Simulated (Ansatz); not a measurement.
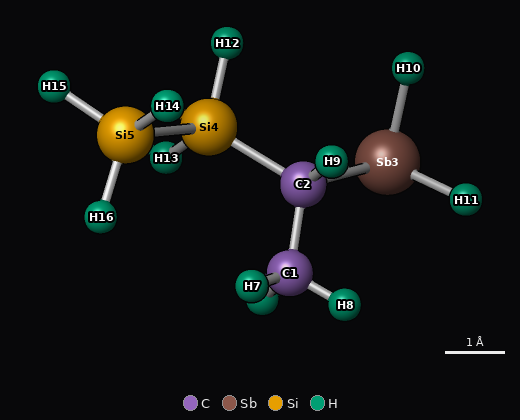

**Figure 1.** The starting structure (ball-and-stick view, seen at a tilt; atoms are numbered from 1 in the order of the input). Sticks mark near contacts. Bond lengths as drawn: C–C 1.54 Å, C–H 1.09 Å, C–Sb 2.21 Å, C–Si 1.90 Å, H–Sb 1.70 to 1.71 Å, H–Si 1.48 to 1.49 Å and Si–Si 2.38 Å.

C$_{2}$H$_{11}$SbSi$_{2}$: nudged elastic band (part 1 of 2)

The run: nudged elastic band of C$_{2}$H$_{11}$SbSi$_{2}$, SMILES C[CH]([SbH2])[SiH2][SiH3]. Method and program: RHF/def2-SVP (Ansatz 0.2.0).

It belongs to a series of runs on one base structure; here: band between the two ends. Figures and captions count atoms from 1; the log counts them from 0 in places.

What the program printed:
```
Engine: ansatz 0.2.0, aarch64-unknown-linux-gnu
Functional definition: HF
  exchange = exact_x
  correlation = 0
1655 factors; integrals over basis functions are off by at most 3.4e-4 eV
mean field evaluation 1: about -24459.8362 eV, gradient 2.6e1 eV
mean field evaluation 2: about -24459.9367 eV, gradient 2.6e1 eV
mean field evaluation 4: about -24462.6022 eV, gradient 4.2e0 eV
mean field evaluation 8: about -24462.6690 eV, gradient 2.0e-1 eV
mean field -24462.66929625 eV, -898.9865152444 hartree, gradient 1.9e-5 eV, S^2 0.000000; 0 other end points of the search recorded, 0 dependent functions left out
the calculation of the forces begins
reference -24462.66929625 eV, -898.9865152444 hartree; 37, 37 occupied and 108, 108 virtual orbitals, 1655 factors
1655 factors; integrals over basis functions are off by at most 8.4e-4 eV
mean field evaluation 16: about -24462.6028 eV, gradient 4.2e0 eV
mean field -24462.66964193 eV, -898.9865279478 hartree, gradient 1.9e-5 eV, S^2 0.000000; 0 other end points of the search recorded, 0 dependent functions left out
[... from here on the field's lines of each further geometry are left out, up to the last ...]
NEB iter   1: max|band force component| = 6.634e0 eV/Å  barrier→ = 1.2192 eV  barrier← = 1.2195 eV  Δτ_max = 0.2000 Å  (226 SCF iters)
NEB iter   2: max|band force component| = 1.938e0 eV/Å  barrier→ = 0.3834 eV  barrier← = 0.3837 eV  Δτ_max = 0.2000 Å  (156 SCF iters)
NEB iter   3: max|band force component| = 1.033e0 eV/Å  barrier→ = 0.1771 eV  barrier← = 0.1775 eV  Δτ_max = 0.1188 Å  (151 SCF iters)
NEB iter   4: max|band force component| = 3.539e-1 eV/Å  barrier→ = 0.1358 eV  barrier← = 0.1361 eV  CI = image 3  Δτ_max = 0.0185 Å  (156 SCF iters)
NEB iter   5: max|band force component| = 6.723e-2 eV/Å  barrier→ = 0.1322 eV  barrier← = 0.1325 eV  CI = image 3  Δτ_max = 0.0180 Å  (153 SCF iters)
NEB iter   6: max|band force component| = 5.236e-2 eV/Å  barrier→ = 0.1317 eV  barrier← = 0.1321 eV  CI = image 3  Δτ_max = 0.0247 Å  (132 SCF iters)
NEB iter   7: max|band force component| = 4.288e-2 eV/Å  barrier→ = 0.1313 eV  barrier← = 0.1317 eV  CI = image 3  Δτ_max = 0.0418 Å  (140 SCF iters)
NEB iter   8: max|band force component| = 3.722e-2 eV/Å  barrier→ = 0.1312 eV  barrier← = 0.1315 eV  CI = image 3  Δτ_max = 0.0614 Å  (138 SCF iters)
NEB iter   9: max|band force component| = 1.126e-1 eV/Å  barrier→ = 0.1311 eV  barrier← = 0.1315 eV  CI = image 3  Δτ_max = 0.0285 Å  (152 SCF iters)
NEB iter  10: max|band force component| = 3.079e-2 eV/Å  barrier→ = 0.1309 eV  barrier← = 0.1313 eV  CI = image 3  Δτ_max = 0.0308 Å  (140 SCF iters)
NEB iter  11: max|band force component| = 2.648e-2 eV/Å  barrier→ = 0.1308 eV  barrier← = 0.1312 eV  CI = image 3  Δτ_max = 0.0105 Å  (139 SCF iters)
NEB iter  12: max|band force component| = 4.120e-2 eV/Å  barrier→ = 0.1308 eV  barrier← = 0.1311 eV  CI = image 3  Δτ_max = 0.0162 Å  (25 SCF iters)
the calculation of the forces begins
reference -24462.64099474 eV, -898.9854751832 hartree; 37, 37 occupied and 108, 108 virtual orbitals, 1655 factors
1655 factors; integrals over basis functions are off by at most 4.5e-4 eV
mean field evaluation 512: about -24462.5364 eV, gradient 6.4e-1 eV
mean field -24462.53855944 eV, -898.9817107551 hartree, gradient 2.5e-5 eV, S^2 0.000000; 1 other end points of the search recorded, 0 dependent functions left out
the calculation of the forces begins
reference -24462.53855944 eV, -898.9817107551 hartree; 37, 37 occupied and 108, 108 virtual orbitals, 1655 factors
NEB iter  13: max|band force component| = 2.695e-2 eV/Å  barrier→ = 0.1307 eV  barrier← = 0.1311 eV  CI = image 3  Δτ_max = 0.0000 Å  (295 SCF iters)
```

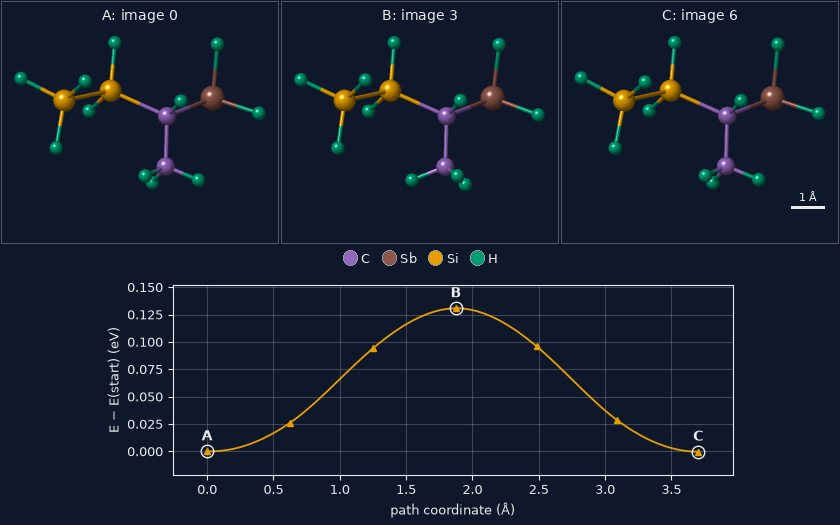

**Figure 2.** Images of the last band (counted from 0; ball-and-stick, seen at a tilt) above the energy along the path; the line is a cubic interpolation that uses the forces. The highest image is number 3, 0.131 eV above the start and 0.131 eV above the end (the climbing image); start and end have the same energy. The path is 3.70 Å long. The band converged in 13 iterations.

```
Total energy: -24462.53855944 eV, -898.9817107551 hartree
Atom 0 at    -0.823508    -1.430371    -0.605930 Å, force     0.003387     0.004252    -0.003296 eV/Å
Atom 1 at     0.472647    -0.620621    -0.335047 Å, force    -0.002871    -0.007909     0.000663 eV/Å
Atom 2 at     2.003717    -1.062522    -1.858728 Å, force     0.002417     0.000864     0.003231 eV/Å
Atom 3 at     0.163463     1.242201    -0.157903 Å, force    -0.002277     0.000693     0.003419 eV/Å
Atom 4 at    -1.215969     1.723951     1.714566 Å, force     0.001404     0.001005    -0.001011 eV/Å
Atom 5 at    -0.782388    -2.019078    -1.525001 Å, force     0.001991    -0.001364    -0.000889 eV/Å
Atom 6 at    -1.707305    -0.794448    -0.697685 Å, force    -0.001278     0.000699     0.002356 eV/Å
Atom 7 at    -1.018576    -2.131684     0.206197 Å, force    -0.000647    -0.002608     0.002328 eV/Å
Atom 8 at     0.923455    -0.953458     0.601401 Å, force     0.000553     0.000018    -0.003535 eV/Å
Atom 9 at     3.327574    -0.506460    -0.943199 Å, force    -0.000706    -0.000464    -0.000916 eV/Å
Atom 10 at     2.215226    -2.678008    -1.357527 Å, force    -0.000320     0.000926    -0.002187 eV/Å
Atom 11 at     1.453161     1.963861     0.006887 Å, force    -0.000810     0.000002     0.001109 eV/Å
Atom 12 at    -0.492138     1.762051    -1.387549 Å, force    -0.000979    -0.000118    -0.000130 eV/Å
Atom 13 at    -0.576605     1.220674     2.957734 Å, force    -0.001063     0.001149    -0.001338 eV/Å
Atom 14 at    -1.421476     3.188151     1.847677 Å, force     0.000479     0.001906     0.000167 eV/Å
Atom 15 at    -2.544078     1.073259     1.578509 Å, force     0.000720     0.000948     0.000029 eV/Å
Dipole moment:    -0.059611    -0.138214     0.040242 e Å
this run last wrote the band of iteration 13 to [file]; this run last wrote the band within `neb.f_tol` of iteration 11 to [file]
```

The last band as extended XYZ (Å, eV, eV/Å):
```
16
Properties=species:S:1:pos:R:3:forces:R:3 image=0 energy=-24462.66930
C    -0.8145   -1.4520   -0.5786   -0.0113   0.0038  -0.0039
C     0.4679   -0.6496   -0.2979    0.0070   0.0032  -0.0107
Sb    2.0121   -1.1358   -1.7975    0.0044  -0.0076  -0.0089
Si    0.1678    1.2225   -0.1835    0.0001  -0.0004   0.0044
Si   -1.2403    1.7914    1.6430   -0.0019   0.0001  -0.0013
H    -1.2664   -1.1745   -1.5345    0.0073  -0.0041   0.0093
H    -1.5687   -1.2845    0.1953    0.0026  -0.0015  -0.0066
H    -0.6242   -2.5273   -0.6064    0.0072  -0.0015   0.0029
H     0.8937   -0.9677    0.6564    0.0003  -0.0040   0.0114
H     3.3153   -0.5061   -0.9012   -0.0060  -0.0068  -0.0026
H     2.2599   -2.7227   -1.2250   -0.0059   0.0133   0.0023
H     1.4636    1.9326   -0.0187   -0.0045   0.0027   0.0048
H    -0.4540    1.7083   -1.4446   -0.0006   0.0023   0.0019
H    -0.6499    1.2954    2.9131   -0.0007   0.0023  -0.0020
H    -1.3994    3.2645    1.7370    0.0061  -0.0037  -0.0018
H    -2.5859    1.1831    1.4875   -0.0041   0.0020   0.0007
16
Properties=species:S:1:pos:R:3:forces:R:3 image=1 energy=-24462.64311
C    -0.8162   -1.4463   -0.6161   -0.0021  -0.0002   0.0066
C     0.4553   -0.6286   -0.3158   -0.0096  -0.0036  -0.0049
Sb    2.0295   -1.1231   -1.7779    0.0197  -0.0009   0.0238
Si    0.1407    1.2411   -0.2050   -0.0036   0.0023  -0.0093
Si   -1.2084    1.7682    1.6780    0.0000   0.0033   0.0018
H    -1.0746   -1.4293   -1.6775   -0.0235   0.0428  -0.0022
H    -1.6881   -1.0677   -0.0759    0.0089  -0.0264   0.0427
H    -0.6922   -2.4912   -0.3261    0.0217  -0.0194  -0.0452
H     0.8590   -0.9298    0.6537   -0.0016   0.0008   0.0042
H     3.3207   -0.5280   -0.8418    0.0001  -0.0043  -0.0022
H     2.2405   -2.7208   -1.2229   -0.0056  -0.0038   0.0021
H     1.4310    1.9681   -0.0733    0.0001   0.0006  -0.0047
H    -0.5259    1.7258   -1.4429   -0.0025  -0.0039  -0.0029
H    -0.5597    1.2606    2.9149   -0.0010   0.0035  -0.0036
H    -1.3840    3.2366    1.8045    0.0013   0.0042  -0.0047
H    -2.5504    1.1420    1.5685   -0.0024   0.0050  -0.0014
16
Properties=species:S:1:pos:R:3:forces:R:3 image=2 energy=-24462.57507
C    -0.8201   -1.4394   -0.6095   -0.0067   0.0022   0.0085
C     0.4629   -0.6219   -0.3240   -0.0061  -0.0149  -0.0160
Sb    2.0142   -1.1014   -1.8149    0.0278   0.0182   0.0342
Si    0.1539    1.2455   -0.1842   -0.0021   0.0000  -0.0227
Si   -1.2127    1.7484    1.6933    0.0045  -0.0047   0.0029
H    -0.9113   -1.7316   -1.6580   -0.0227   0.0483  -0.0230
H    -1.7329   -0.8883   -0.3701   -0.0096  -0.0171   0.0578
H    -0.8383   -2.3561   -0.0193    0.0285  -0.0401  -0.0340
H     0.8875   -0.9305    0.6334   -0.0069   0.0040   0.0045
H     3.3229   -0.5224   -0.8925    0.0090  -0.0057  -0.0048
H     2.2328   -2.7073   -1.2880   -0.0139  -0.0060   0.0110
H     1.4453    1.9666   -0.0325   -0.0011   0.0041  -0.0053
H    -0.5054    1.7513   -1.4176   -0.0021  -0.0023  -0.0031
H    -0.5694    1.2419    2.9333    0.0009   0.0042  -0.0032
H    -1.4052    3.2143    1.8250    0.0021   0.0041  -0.0046
H    -2.5471    1.1083    1.5700   -0.0013   0.0057  -0.0022
16
Properties=species:S:1:pos:R:3:forces:R:3 image=3 energy=-24462.53856
C    -0.8235   -1.4304   -0.6059    0.0034   0.0043  -0.0033
C     0.4726   -0.6206   -0.3350   -0.0029  -0.0079   0.0007
Sb    2.0037   -1.0625   -1.8587    0.0024   0.0009   0.0032
Si    0.1635    1.2422   -0.1579   -0.0023   0.0007   0.0034
Si   -1.2160    1.7240    1.7146    0.0014   0.0010  -0.0010
H    -0.7824   -2.0191   -1.5250    0.0020  -0.0014  -0.0009
H    -1.7073   -0.7944   -0.6977   -0.0013   0.0007   0.0024
H    -1.0186   -2.1317    0.2062   -0.0006  -0.0026   0.0023
H     0.9235   -0.9535    0.6014    0.0006   0.0000  -0.0035
H     3.3276   -0.5065   -0.9432   -0.0007  -0.0005  -0.0009
H     2.2152   -2.6780   -1.3575   -0.0003   0.0009  -0.0022
H     1.4532    1.9639    0.0069   -0.0008   0.0000   0.0011
H    -0.4921    1.7621   -1.3875   -0.0010  -0.0001  -0.0001
H    -0.5766    1.2207    2.9577   -0.0011   0.0011  -0.0013
H    -1.4215    3.1882    1.8477    0.0005   0.0019   0.0002
H    -2.5441    1.0733    1.5785    0.0007   0.0009   0.0000
16
Properties=species:S:1:pos:R:3:forces:R:3 image=4 energy=-24462.57342
C    -0.8224   -1.4320   -0.5932    0.0002   0.0128  -0.0054
C     0.4791   -0.6358   -0.3306    0.0069   0.0067  -0.0064
Sb    1.9860   -1.0579   -1.8863    0.0008   0.0079   0.0054
Si    0.1766    1.2272   -0.1354   -0.0016  -0.0079   0.0051
Si   -1.2297    1.7299    1.7096    0.0002  -0.0079   0.0041
H    -0.6864   -2.2663   -1.2845    0.0169  -0.0495   0.0412
H    -1.6140   -0.8097   -1.0164    0.0118   0.0017  -0.0528
H    -1.2089   -1.8567    0.3344   -0.0354   0.0381   0.0278
H     0.9470   -0.9907    0.5894    0.0024  -0.0102  -0.0106
H     3.3125   -0.4780   -0.9891   -0.0006   0.0053  -0.0174
H     2.2274   -2.6656   -1.3728   -0.0022   0.0048  -0.0142
H     1.4682    1.9406    0.0469    0.0023  -0.0017   0.0097
H    -0.4577    1.7531   -1.3744    0.0042   0.0007   0.0062
H    -0.6150    1.2355    2.9684   -0.0045  -0.0005   0.0041
H    -1.4262    3.1971    1.8229   -0.0003   0.0000   0.0022
H    -2.5594    1.0869    1.5553   -0.0008  -0.0003   0.0009
```
